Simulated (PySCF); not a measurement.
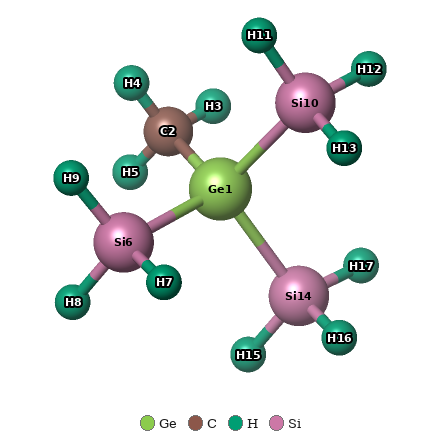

CH₁₂GeSi₃, singlet. Vertical core-electron binding energies by ΔSCF (SCAN, pcX-2 on the ionised atom (unc-x2c-TZVPall on a metal), pcseg-1 elsewhere, spin-free X2C; PySCF 2.14.0, at a PBE0-D3(BJ)/def2-SVP geometry (no frequency check)), gas phase, against the vacuum level. One atom of each kind was ionised; within a panel, areas follow the number of like atoms and 2j + 1 (2p levels are split by first-order spin-orbit coupling, an approximation), each panel is scaled alone, Gaussians of 0.6 eV full width. Only the regions named are shown.

Question: Predict the Si 2p and Si 1s photoelectron lines.

Answer:
```tsv
level	atoms	binding energy (eV)
Si 2p1/2	Si6, Si10, Si14	106.9
Si 2p3/2	Si6, Si10, Si14	106.2
Si 1s	Si6, Si10, Si14	1846.0
```

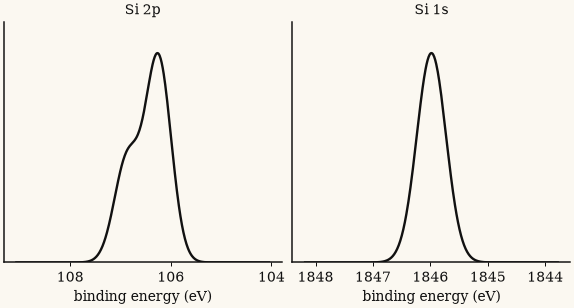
